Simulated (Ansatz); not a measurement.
## Frequency calculation, with input and output: Si3N2H10ClO

The run: frequency calculation of Si3N2H10ClO, multiplicity 2. Method and program: UKS PBE0-D4/def2-SVP (Ansatz 0.2.0).

Figures and captions count atoms from 1; the log counts them from 0 in places.

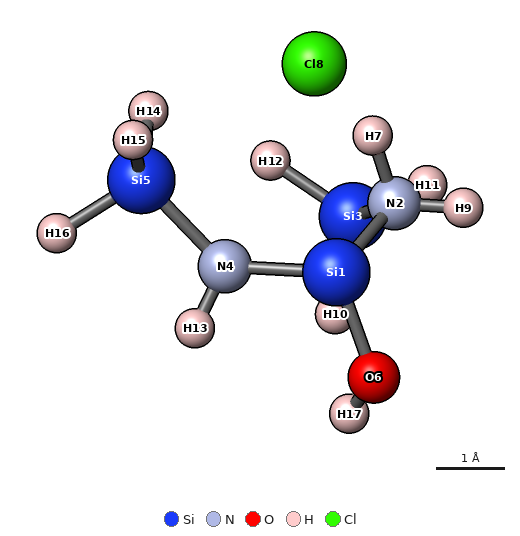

Figure 1. The structure as given in the input (ball-and-stick view, seen at a tilt; atoms are numbered from 1 in the order of the input).

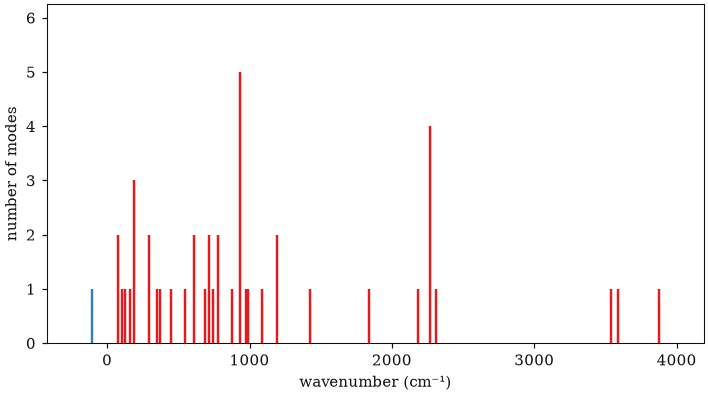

Figure 2. Harmonic vibrational wavenumbers from the force constants; neighbouring modes closer than 18 cm⁻¹ are counted in one stick, and imaginary ones are drawn at negative wavenumbers. 45 modes from 106i to 3874 cm⁻¹, 1 imaginary beyond 8i (106i cm⁻¹): a first-order saddle point, if the geometry is stationary.

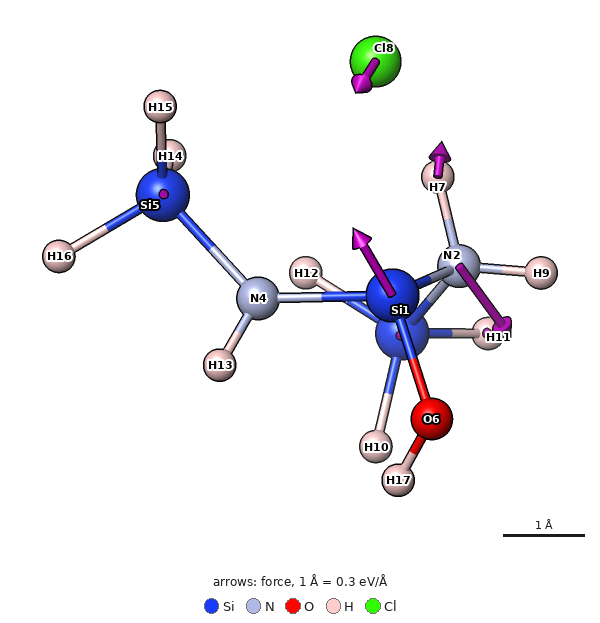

Figure 3. Forces on the atoms as pink arrows (ball-and-stick view, seen at a tilt; atoms are numbered from 1 in the order of the input); the smallest are left out. The largest act on N2 (0.39 eV/Å); Si1 (0.31 eV/Å); Cl8 (0.23 eV/Å); H7 (0.15 eV/Å). The geometry is not a stationary point of this energy.

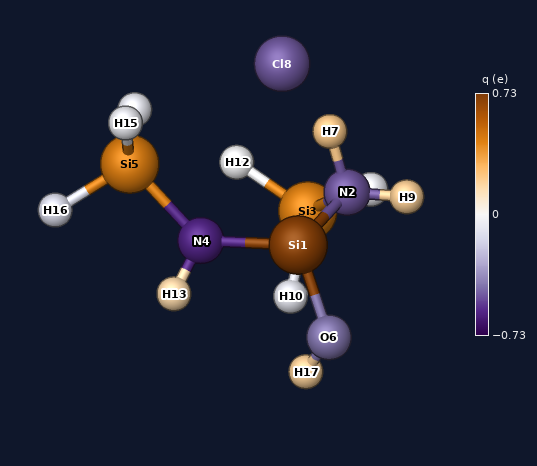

Figure 4. Mulliken charges, as the colour of each atom (ball-and-stick view, seen at a tilt; atoms are numbered from 1 in the order of the input; Mulliken charges depend strongly on the basis). By element: Si +0.43 to +0.70, N −0.59 to −0.49, O −0.43, H −0.12 to +0.22 and Cl −0.48 e.

These pictures come from the run below.

### The input
```yaml
crystal:
  periodic: [false, false, false]
  atoms:
    - {symbol: Si, position_ang: [-0.699368, 0.504673, 1.292320]}
    - {symbol: N, position_ang: [0.763708, -0.631141, 1.273649]}
    - {symbol: Si, position_ang: [0.747897, -1.905480, -0.014260]}
    - {symbol: N, position_ang: [-0.987600, 0.760926, -0.389886]}
    - {symbol: Si, position_ang: [-0.172905, 1.767884, -1.614061]}
    - {symbol: O, position_ang: [-1.952726, -0.381500, 1.934716]}
    - {symbol: H, position_ang: [1.519409, 0.184469, 1.030759]}
    - {symbol: Cl, position_ang: [2.056299, 1.747123, 0.582486]}
    - {symbol: H, position_ang: [0.977888, -0.996456, 2.205222]}
    - {symbol: H, position_ang: [-0.634110, -2.456123, -0.116977]}
    - {symbol: H, position_ang: [1.675459, -2.976626, 0.448682]}
    - {symbol: H, position_ang: [1.203142, -1.298814, -1.286445]}
    - {symbol: H, position_ang: [-1.965984, 0.623276, -0.641198]}
    - {symbol: H, position_ang: [1.028487, 1.112819, -2.192095]}
    - {symbol: H, position_ang: [0.070524, 3.169445, -1.190002]}
    - {symbol: H, position_ang: [-1.214607, 1.792023, -2.698404]}
    - {symbol: H, position_ang: [-2.415413, -1.016598, 1.375595]}
basis:
  gaussian: {orbitals: def2-SVP}
magnetization: {spin_polarized: true, initial_magnetization: 1}
hamiltonian: {xc: pbe0, dispersion: d4}
phonons: {}
scf: {lower_state_search: off}
```

Run as:
```bash
ansatz run in.yaml --threads 4 --pin off --events-out ev --progress --plain --max-ram 46080MiB --backend cuda --devices 0, --max-vram 37GiB
```

### What the program printed
```
Functional definition: PBE0
  name "PBE0"
  cite "Adamo & Barone, J. Chem. Phys. 110, 6158 (1999) doi:10.1063/1.478522"
  cite "Perdew, Burke & Ernzerhof, Phys. Rev. Lett. 77, 3865 (1996) doi:10.1103/PhysRevLett.77.3865"
  parent pbe
  parameter a = 0.25
  parameter kappa = 0.804
  parameter beta = 0.06672455060314922
  exchange = (1 - a)*pbe_x(kappa = kappa, mu = beta*pi^2/3) + a*exact_x
  correlation = pbe_c(beta = beta)
these checks for a lower state are left out or cut short: stability, starts, cluster_reference, orbital_swaps, neighbouring_geometries, increment
1704 factors; integrals over basis functions are off by at most 3.8e-4 eV
mean field evaluation 1: about -41302.3207 eV, gradient 5.2e1 eV
mean field evaluation 2: about -41290.5862 eV, gradient 7.2e1 eV
mean field evaluation 4: about -41312.5936 eV, gradient 3.9e0 eV
mean field evaluation 8: about -41312.6808 eV, gradient 7.9e-2 eV
mean field evaluation 16: about -41312.6809 eV, gradient 1.2e-4 eV
mean field -41312.68088198 eV, -1518.2130196721 hartree, gradient 4.0e-6 eV, S^2 0.751800; 0 other end points of the search recorded, 0 dependent functions left out
the calculation of the forces begins
reference -41312.68091664 eV, -1518.2130209456 hartree; 46, 45 occupied and 118, 119 virtual orbitals, 1704 factors
these checks for a lower state are left out or cut short: stability, starts, cluster_reference, orbital_swaps, neighbouring_geometries, increment
1704 factors; integrals over basis functions are off by at most 3.8e-4 eV
mean field -41312.68098373 eV, -1518.2130234111 hartree, gradient 1.9e-6 eV, S^2 0.751799; 0 other end points of the search recorded, 0 dependent functions left out
[... from here on the field's lines of each further geometry are left out, up to the last ...]
the calculation of the forces begins
reference -41312.68090758 eV, -1518.2130206129 hartree; 46, 45 occupied and 118, 119 virtual orbitals, 1704 factors
these checks for a lower state are left out or cut short: stability, starts, cluster_reference, orbital_swaps, neighbouring_geometries, increment
1704 factors; integrals over basis functions are off by at most 3.8e-4 eV
mean field -41312.68077965 eV, -1518.2130159113 hartree, gradient 1.7e-6 eV, S^2 0.751800; 0 other end points of the search recorded, 0 dependent functions left out
the calculation of the forces begins
reference -41312.68081431 eV, -1518.2130171850 hartree; 46, 45 occupied and 118, 119 virtual orbitals, 1704 factors
WARN: phonons: modes at or below zero, which the zero-point energy, F, S and C_V leave out: 1, the lowest at -106.33 cm⁻¹. A minimum has none, and a first-order saddle one
Total energy: -41313.20932617 eV, -1518.2324396379 hartree
Atom 0 at    -0.699368     0.504673     1.292320 Å, force     0.092889     0.280930    -0.090679 eV/Å
Atom 1 at     0.763708    -0.631141     1.273649 Å, force    -0.024143    -0.379891     0.081259 eV/Å
Atom 2 at     0.747897    -1.905480    -0.014260 Å, force    -0.000625    -0.035344    -0.018425 eV/Å
Atom 3 at    -0.987600     0.760926    -0.389886 Å, force    -0.005880     0.010041     0.004881 eV/Å
Atom 4 at    -0.172905     1.767884    -1.614061 Å, force     0.024417    -0.014461    -0.000881 eV/Å
Atom 5 at    -1.952726    -0.381500     1.934716 Å, force    -0.011502    -0.003886    -0.020627 eV/Å
Atom 6 at     1.519409     0.184469     1.030759 Å, force     0.143897     0.041347    -0.016626 eV/Å
Atom 7 at     2.056299     1.747123     0.582486 Å, force    -0.216971     0.067902     0.016526 eV/Å
Atom 8 at     0.977888    -0.996456     2.205222 Å, force     0.006335    -0.006279    -0.004018 eV/Å
Atom 9 at    -0.634110    -2.456123    -0.116977 Å, force     0.017597     0.010321     0.000974 eV/Å
Atom 10 at     1.675459    -2.976626     0.448682 Å, force    -0.014276     0.023909    -0.002997 eV/Å
Atom 11 at     1.203142    -1.298814    -1.286445 Å, force    -0.005928    -0.001529     0.019272 eV/Å
Atom 12 at    -1.965984     0.623276    -0.641198 Å, force     0.005461    -0.003693     0.002713 eV/Å
Atom 13 at     1.028487     1.112819    -2.192095 Å, force     0.006397    -0.001497     0.001459 eV/Å
Atom 14 at     0.070524     3.169445    -1.190002 Å, force    -0.009616    -0.000649    -0.002207 eV/Å
Atom 15 at    -1.214607     1.792023    -2.698404 Å, force    -0.015396     0.007968     0.013215 eV/Å
Atom 16 at    -2.415413    -1.016598     1.375595 Å, force     0.007344     0.004811     0.016161 eV/Å
Dipole moment:    -0.674921    -1.166263     0.073264 e Å
Vibrations: -106.33 65.83 81.84 104.99 123.44 160.81 179.91 188.16 205.57 291.73 299.36 349.96 370.19 447.32 545.55 600.78 614.69 688.54 709.32 719.03 746.44 769.44 781.19 877.98 913.15 916.41 931.45 937.02 952.40 971.86 990.25 1086.69 1183.26 1198.08 1424.38 1838.99 2181.26 2250.64 2258.00 2272.21 2285.84 2311.89 3540.58 3585.10 3873.63 cm⁻¹, zero-point energy 2.964782 eV
Checks for a lower state left out: stability, starts, cluster_reference, orbital_swaps, neighbouring_geometries, increment
```

### Key numbers

- outcome: converged
- total energy: −41313.2093 eV
- mean-field energy: −41312.6809 eV
- dispersion energy: −0.5284 eV
- ⟨S²⟩: 0.752
- largest force (length of the vector): 0.389 eV/Å
- dipole moment: 6.48 D
- hardware: 4 CPU threads, shared host
- wall time: 3.1 min (CPU time 3.7 min)
- peak memory: 1 GiB
